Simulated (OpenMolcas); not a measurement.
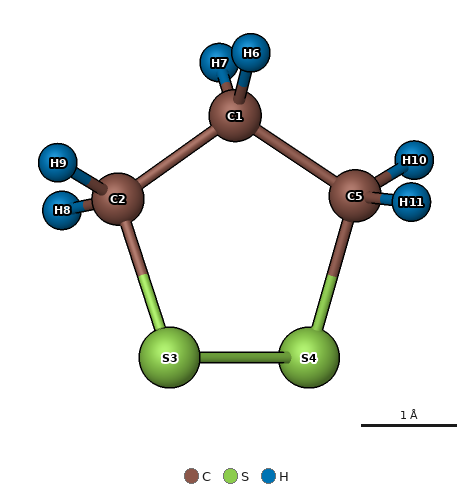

**Figure 1.** The structure as given in the input (ball-and-stick view, seen at a tilt; atoms are numbered from 1 in the order of the input). Bond lengths as drawn: C–C 1.53 Å, C–H 0.98 to 1.09 Å, C–S 1.83 Å and S–S 2.05 Å.

# Excited-state calculation of C3H6S2 (part 1 of 3)

The run: excited-state calculation of C3H6S2 (1,2-dithiolane), SMILES C1CSSC1. Method and program: CASPT2/ANO-L-VDZP (OpenMolcas 26.06).

A bond length was changed on purpose from its optimised value.

The program's output:
```
--- Start Module: gateway ---

                                              &GATEWAY

                       available to each process: 1.9 GB of memory, 1 thread

++    Symmetry information:
      ---------------------

                    Character Table for C1

                             E
                    a        1  x, y, xy, Rz, z, xz, Ry, yz, Rx, I
--

++    Basis set information:
      ----------------------

      Basis set label: C.ANO-L...3S2P1D.

      Electronic valence basis set:
      ------------------
      Associated Effective Charge   6.000000 au
      Associated Actual Charge      6.000000 au
      Nuclear Model: Point charge

      Shell  nPrim  nBasis  Cartesian Spherical Contaminant
         s      14       3        X
         p       9       2        X
         d       4       1                 X

      Basis set label: S.ANO-L...4S3P1D.

      Electronic valence basis set:
      ------------------
      Associated Effective Charge  16.000000 au
      Associated Actual Charge     16.000000 au
      Nuclear Model: Point charge

      Shell  nPrim  nBasis  Cartesian Spherical Contaminant
         s      17       4        X
         p      12       3        X
         d       5       1                 X

      Basis set label: C.ANO-L...3S2P1D.

      Electronic valence basis set:
      ------------------
      Associated Effective Charge   6.000000 au
      Associated Actual Charge      6.000000 au
      Nuclear Model: Point charge

      Shell  nPrim  nBasis  Cartesian Spherical Contaminant
         s      14       3        X
         p       9       2        X
         d       4       1                 X

      Basis set label: H.ANO-L...2S1P.

      Electronic valence basis set:
      ------------------
      Associated Effective Charge   1.000000 au
      Associated Actual Charge      1.000000 au
      Nuclear Model: Point charge

      Shell  nPrim  nBasis  Cartesian Spherical Contaminant
         s       8       2        X
         p       4       1        X
--

++    Molecular structure info:
      -------------------------

                    ************************************************
                    **** Cartesian Coordinates / bohr, angstrom ****
                    ************************************************

     Center  Label                x              y              z                     x              y              z
        1      C1              -0.964819       1.175926       0.408638             -0.510560       0.622273       0.216242
        2      C2              -0.239750      -1.007766       2.174946             -0.126870      -0.533287       1.150932
        3      S3               2.387782      -2.767668       0.787094              1.263560      -1.464587       0.416512
        4      S4               0.740244      -2.603961      -2.708635              0.391720      -1.377957      -1.433348
        5      C5               0.023187       0.747770      -2.284429              0.012270       0.395703      -1.208868
        6      H6              -0.185873       2.946315       1.120347             -0.098360       1.559123       0.592862
        7      H7              -2.813141       1.328912       0.387243             -1.488650       0.703230       0.204920
        8      H8              -1.800323      -2.330386       2.407874             -0.952690      -1.233187       1.274192
        9      H9               0.386997      -0.357757       4.019773              0.204790      -0.189317       2.127172
       10      H10             -1.355916       1.250003      -3.721566             -0.717520       0.661473      -1.969368
       11      H11              1.768425       1.788537      -2.615037              0.935810       0.946453      -1.383818

                    ***************************************
                    *    InterNuclear Distances / bohr    *
                    ***************************************

               1 C1            2 C2            3 S3            4 S4            5 C5            6 H6
    1 C1       0.000000
    2 C2       2.900703        0.000000
    3 S3       5.189903        3.453594        0.000000
    4 S4       5.187695        5.230449        3.867984        0.000000
    5 C5       2.900359        4.799695        5.232960        3.453726        0.000000
    6 H6       2.060962        4.092658        6.275697        6.806201        4.058301        0.000000
    7 H7       1.854766        3.908746        6.632605        6.138281        3.939583        3.171115
    8 H8       4.121799        2.058875        4.512025        5.719090        5.900673        5.666370
    9 H9       4.149684        2.053949        4.501225        7.102231        6.410734        4.433029
   10 H10      4.149341        6.411880        7.105278        4.502550        2.054148        5.262186
   11 H11      4.121714        5.898815        5.719887        4.512201        2.058726        4.371822

               7 H7            8 H8            9 H9           10 H10          11 H11
    7 H7       0.000000
    8 H8       4.301071        0.000000
    9 H9       5.126501        3.357655        0.000000
   10 H10      4.360280        7.112434        8.096355        0.000000
   11 H11      5.496879        7.411553        7.108841        3.357965        0.000000

                    *******************************************
                    *    InterNuclear Distances / angstrom    *
                    *******************************************

               1 C1            2 C2            3 S3            4 S4            5 C5            6 H6
    1 C1       0.000000
    2 C2       1.534986        0.000000
    3 S3       2.746378        1.827563        0.000000
    4 S4       2.745210        2.767834        2.046849        0.000000
    5 C5       1.534804        2.539889        2.769163        1.827633        0.000000
    6 H6       1.090614        2.165741        3.320956        3.601686        2.147560        0.000000
    7 H7       0.981500        2.068419        3.509824        3.248238        2.084737        1.678082
    8 H8       2.181162        1.089510        2.387661        3.026412        3.122502        2.998514
    9 H9       2.195918        1.086903        2.381946        3.758339        3.392414        2.345858
   10 H10      2.195737        3.393021        3.759951        2.382647        1.087008        2.784629
   11 H11      2.181117        3.121518        3.026834        2.387754        1.089431        2.313468

               7 H7            8 H8            9 H9           10 H10          11 H11
    7 H7       0.000000
    8 H8       2.276029        0.000000
    9 H9       2.712827        1.776795        0.000000
   10 H10      2.307361        3.763738        4.284407        0.000000
   11 H11      2.908823        3.922025        3.761837        1.776959        0.000000

                    **************************************
                    *    Valence Bond Angles / degree    *
                    **************************************
                          Atom centers                 Phi
                      2 C2       1 C1       5 C5       111.66
                      2 C2       1 C1       6 H6       109.99
                      2 C2       1 C1       7 H7       108.55
                      5 C5       1 C1       6 H6       108.58
                      5 C5       1 C1       7 H7       109.93
                      6 H6       1 C1       7 H7       108.05
                      1 C1       2 C2       8 H8       111.29
                      1 C1       2 C2       9 H9       112.64
                      8 H8       2 C2       9 H9       109.45
                      1 C1       5 C5      10 H10      112.63
                      1 C1       5 C5      11 H11      111.30
                     10 H10      5 C5      11 H11      109.46

           ***************************************************************
           *              Valence Dihedral Angles / degree               *
           ***************************************************************
                    Atom centers                       Phi1     Phi2     Theta
           5 C5       1 C1       2 C2       8 H8        111.66   111.29   -98.93
           5 C5       1 C1       2 C2       9 H9        111.66   112.64   137.72
           6 H6       1 C1       2 C2       8 H8        109.99   111.29   140.44
           6 H6       1 C1       2 C2       9 H9        109.99   112.64    17.10
           7 H7       1 C1       2 C2       8 H8        108.55   111.29    22.42
           7 H7       1 C1       2 C2       9 H9        108.55   112.64  -100.93
           2 C2       1 C1       5 C5      10 H10       111.66   112.63   137.84
           2 C2       1 C1       5 C5      11 H11       111.66   111.30   -98.79
           6 H6       1 C1       5 C5      10 H10       108.58   112.63  -100.72
           6 H6       1 C1       5 C5      11 H11       108.58   111.30    22.65
           7 H7       1 C1       5 C5      10 H10       109.93   112.63    17.29
           7 H7       1 C1       5 C5      11 H11       109.93   111.30   140.66
--

            Nuclear Potential Energy            298.66085225 au

--- Stop Module: gateway /rc=_RC_ALL_IS_WELL_ ---

--- Start Module: seward ---

                                              &SEWARD

                       available to each process: 1.9 GB of memory, 1 thread

               SEWARD will generate:
                  Multipole Moment integrals up to order  2
                  Kinetic Energy integrals
                  Nuclear Attraction integrals (point charge)
                  One-Electron Hamiltonian integrals
                  Velocity integrals
                  Orbital angular momentum around (  0.7718  -1.4727  -0.5306 )
                  Velocity quadrupole around (  0.7718  -1.4727  -0.5306 )
                  RI decomposed two-electron repulsion integrals stored Cholesky style
                   - acCD auxiliary basis
                   - CD Threshold:   1.00E-04

                   Integrals are discarded if absolute value <: 1.00E-14
                   Integral cutoff threshold is set to       <: 1.00E-16

            Nuclear Potential Energy            298.66085225 au

      Basis set specifications :
      Symmetry species         a
      Basis functions          108

--- Stop Module: seward /rc=_RC_ALL_IS_WELL_ ---
--- Module seward spent 3 seconds ---

--- Start Module: rasscf ---

                                              &RASSCF

                       available to each process: 1.9 GB of memory, 1 thread

      Header of the ONEINT file:
      --------------------------

      OrdInt status: non-squared

      Cartesian coordinates in angstrom:
      -----------------------------------------------------
      No.  Label        X            Y            Z
      -----------------------------------------------------
       1   C1        -0.51056000   0.62227300   0.21624200
       2   C2        -0.12687000  -0.53328700   1.15093200
       3   S3         1.26356000  -1.46458700   0.41651200
       4   S4         0.39172000  -1.37795700  -1.43334800
       5   C5         0.01227000   0.39570300  -1.20886800
       6   H6        -0.09836000   1.55912300   0.59286200
       7   H7        -1.48865000   0.70323000   0.20492000
       8   H8        -0.95269000  -1.23318700   1.27419200
       9   H9         0.20479000  -0.18931700   2.12717200
      10   H10       -0.71752000   0.66147300  -1.96936800
      11   H11        0.93581000   0.94645300  -1.38381800
      -----------------------------------------------------
      Nuclear repulsion energy =  298.66085225

++    Wave function specifications:
      -----------------------------

      Number of closed shell electrons          52
      Number of electrons in active shells       4
      Max number of holes in RAS1 space          0
      Max nr of electrons in RAS3 space          0
      Number of inactive orbitals               26
      Number of active orbitals                  4
      Number of secondary orbitals              78
      Spin quantum number                      0.0
      State symmetry                             1
--

++    Orbital specifications:
      -----------------------

      Symmetry species                           1
                                                 a
      Frozen orbitals                            0
      Inactive orbitals                         26
      Active orbitals                            4
      RAS1 orbitals                              0
      RAS2 orbitals                              4
      RAS3 orbitals                              0
      Secondary orbitals                        78
      Deleted orbitals                           0
      Number of basis functions                108
--

++    CI expansion specifications:
      ----------------------------

      Number of CSFs                            20
      Number of spin combinations               21
      Number of determinants                    36
      Number of root(s) required                 1
      Root chosen for geometry opt.              1
      CI root used                               1

      highest root included in the CI            1
      max. size of the explicit Hamiltonian     20
--

++    Optimization specifications:
      ----------------------------

      RASSCF algorithm: LK RI/DF
      Maximum number of macro iterations       200
      Maximum number of SX iterations          100
      Threshold for RASSCF energy            1.000E-08
      Threshold for max MO rotation          1.000E-01
      Threshold for max BLB element          1.000E-04
      Level shift parameter                  5.000E-01
      Make Quasi-Newton update
--

      The MO-coefficients are taken from the file:
      step2.RasOrb
      Title: RASSCF average (pseudo-natural) orbitals

      Total molecular charge    0.00

      ************************************************************************************************************************
      *                                            Wave function control section                                             *
      ************************************************************************************************************************

                                         RASSCF iterations: Energy and convergence statistics
                                         ----------------------------------------------------
```
